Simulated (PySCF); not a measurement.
SMILES C#C[SiH2]Cl (C2H3ClSi) at its CAM-B3LYP/def2-SVP optimised geometry (Å):

```
7

C      1.3305    -0.6490    -0.0001
C      0.1194    -0.6331     0.0000
Si    -1.7081    -0.6331     0.0000
Cl    -2.4061     1.3105     0.0000
H      2.4061    -0.6608    -0.0002
H     -2.2035    -1.3101    -1.2199
H     -2.2033    -1.3105     1.2198
```

Calculation: CAM-B3LYP/def2-TZVP in PySCF. Cells within 0.4 Å of a nucleus heavier than hydrogen are left out (blank, or x).

Map of the Laplacian of the electron density (e/bohr⁵), clipped to [-1.50, 1.50] on the plane z = 0.0 Å:

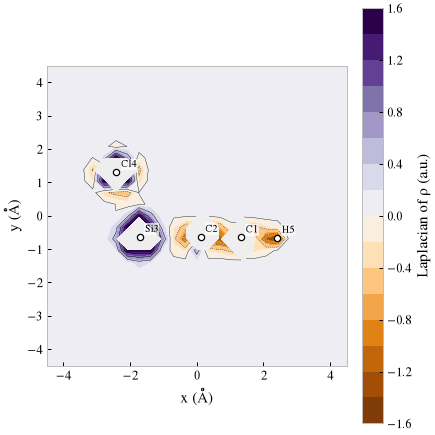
Laplacian of the electron density (e/bohr⁵), clipped to [-1.50, 1.50] on the plane z = 0.0 Å.
